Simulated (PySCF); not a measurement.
Molecule: B(H)(Cl)2, SMILES B(Cl)Cl (HBCl2). Atoms near the plane z = 0.0 Å, at the B3LYP/def2-SVP optimised geometry (x, y, z in Å): B1 (-0.4, 0.2, 0.0), H2 (-1.0, 1.3, 0.0), Cl3 (-1.3, -1.3, 0.0), Cl4 (1.3, 0.2, 0.0).

Method: B3LYP/def2-TZVP run with PySCF. Cells within 0.4 Å of a nucleus heavier than hydrogen are left out (blank, or x). The values are rescaled to run from 0 to 1.

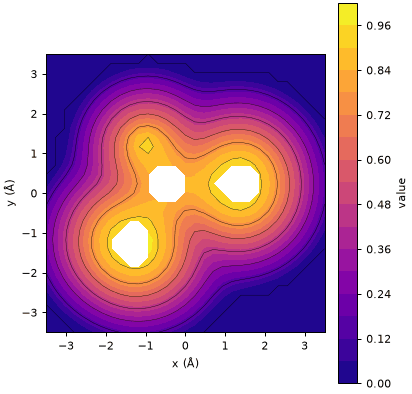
a field on the plane z = 0.0 Å.

Problem. Which quantity is mapped?
A. log10 of the electron density
B. electrostatic potential
C. electron localisation function
D. an orbital amplitude

Solution. A, log10 of the electron density. In full: log10 of the electron density (e/bohr³), floored at −4.
